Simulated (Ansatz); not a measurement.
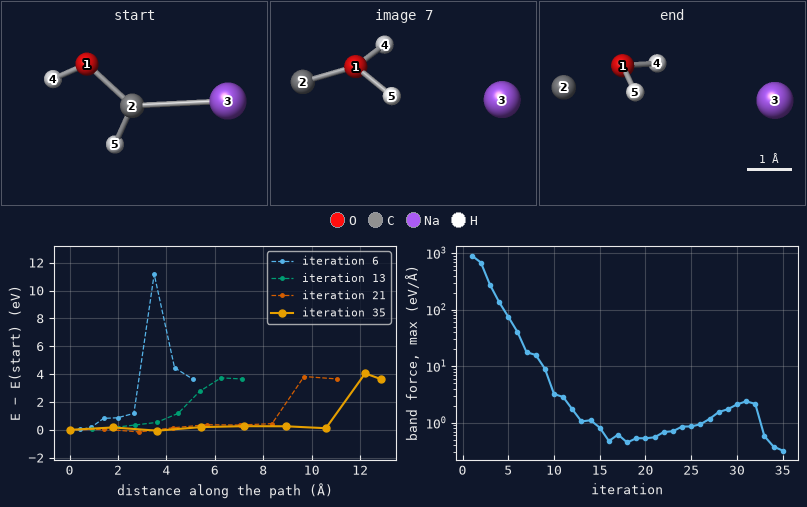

A search for the minimum-energy path of CH$_{2}$NaO (charge −1) by the nudged elastic band. Images are numbered from 0 (start) to 8 (end). The plot follows the band through its iterations. A ball-and-stick model, seen at a tilt.

The calculation used Ansatz, UKS PBE0-D4/def2-SVP. Run with 7 movable images; climbing image; force threshold 0.03 eV/Å; iteration limit 35; starting path through a guess of the saddle point.

Did the band converge, and can the barrier be trusted?

Answer. The result isn't final. The band hadn't converged when the run stopped after 35 iterations. The largest component of the band force went from 900 to 0.32 eV/Å. The barrier read from it is provisional: over the last two iterations the highest image moved from 4.10 eV to 4.06 eV. The first iteration put the highest image at 236.33 eV. The highest point, image 7, lies 4.06 eV above the start and 0.40 eV above the end; the end is at +3.65 eV relative to the start. Image 2 lies below both ends, at −0.06 eV, which may mean an intermediate minimum or an end that is no minimum. The profile has 3 maxima (images 1, 4, 7) with a dip at image 2, 6 (−0.06 eV, +0.12 eV), which on an unconverged band is provisional.

Limits of the set-up: the basis has no diffuse functions, which an anion needs.

Cost: 12 min on 1 thread of Intel(R) Xeon(R) CPU @ 2.60GHz (Ice Lake), on a shared host, peak memory 0.16 GiB.
